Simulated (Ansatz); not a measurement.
## A computed series for GaAs: pressure series

Take GaAs in the zinc blende structure (space group F-43m, No. 216) as the base.

```
GaAs
1.0
    0.00000     2.87304     2.87304
    2.87304     0.00000     2.87304
    2.87304     2.87304     0.00000
As Ga
1 1
Direct
  0.75000   0.75000   0.75000
  0.00000   0.00000   0.00000
```

Cell and atoms are relaxed at each pressure.

Levels (all Ansatz, a first-principles code, PAW, earlier PAW set): PBE (420 eV, no SOC); r2SCAN (500 eV, no spin-orbit coupling).

The base cell above is that of PBE; each level relaxes its own structures.

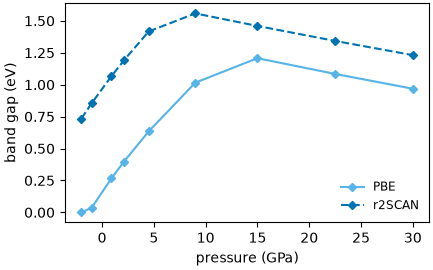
*Band gap under two levels*

Q: How do the two levels compare along the series?

A: PBE lies below r2SCAN in every row, by 0.25 eV to 0.86 eV. They disagree on the order of pressure 15 GPa and pressure 9 GPa and of 3 more pairs.

The mesh was chosen for an insulator and is coarse for the gapless case. Load acts through the strain it causes; cell and atoms are relaxed under it. No phonon test of stability was made. All final runs are without spin polarisation. Measured, GaAs leaves this structure (for a Cmcm phase) near 15 GPa (room temperature; as listed in arXiv:1906.07825). A zero or small gap of GaAs can be the functional's error rather than a property of the material.
